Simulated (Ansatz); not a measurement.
Input

```
crystal:
  periodic: [false, false, false]
  atoms:
    - symbol: C
      position_ang: [-1.957807, 0.507733, 0.349637]
    - symbol: Al
      position_ang: [-0.040251, 0.614724, 0.595277]
    - symbol: F
      position_ang: [0.576789, 2.009837, 1.238361]
    - symbol: H
      position_ang: [-2.483072, 0.642334, 1.300833]
    - symbol: H
      position_ang: [-2.313388, 1.305593, -0.310537]
    - symbol: H
      position_ang: [-2.278199, -0.445886, -0.076738]
    - symbol: H
      position_ang: [1.019642, -0.501590, 0.244168]
basis:
  gaussian:
    orbitals: def2-TZVPD
magnetization:
  spin_polarized: false
hamiltonian:
  xc: {name: PBE0}
output: {forces: true, orbitals: {seedname: orbitals}}
```

Launched as:

```sh
ansatz run input.yaml --threads 2 --pin off --max-ram 4350MiB --events-out events.jsonl --progress --plain --runs-dir runs
```

Geometry: r2SCAN-D4/def2-TZVP.

Computed with isolated molecule in a Gaussian basis; Kohn-Sham density functional theory, functional PBE0 in Ansatz 0.2.0.

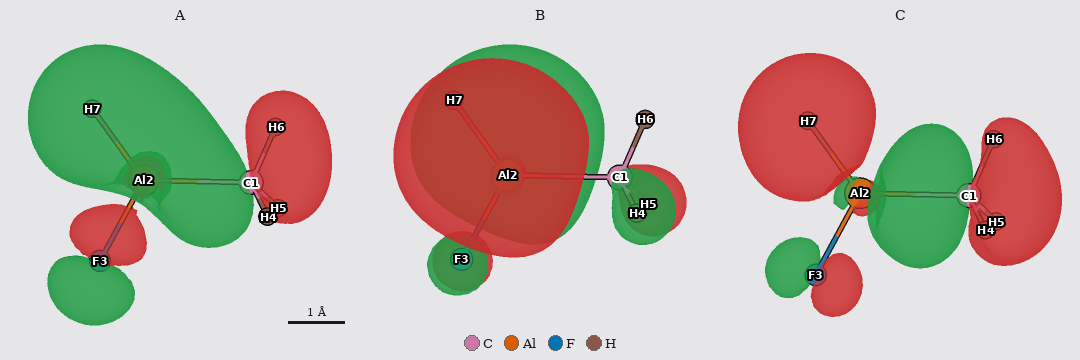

CH4AlF (SMILES [CH3][AlH][F]). Three frontier orbitals at ±0.08 Å⁻³ᐟ² (green and red are the two phases), in no order.

Which picture is the HOMO−1, the HOMO and the LUMO?

Answer. A is the HOMO−1 (−10.19 eV). It lies mainly on Al2 (about 35 %), H7 (about 25 %), C1 (about 20 %) and F3 (about 15 %). C is the HOMO (−8.34 eV). Its weight (Hirshfeld) is mainly on C1 (about 35 %), Al2 (about 25 %) and H7 (about 25 %). B is the LUMO (−0.91 eV). It lies mainly on Al2 (about 75 %), H7 (about 10 %) and C1 (about 5 %).

What is the HOMO–LUMO gap?

Answer. 7.43 eV between the orbital energies.
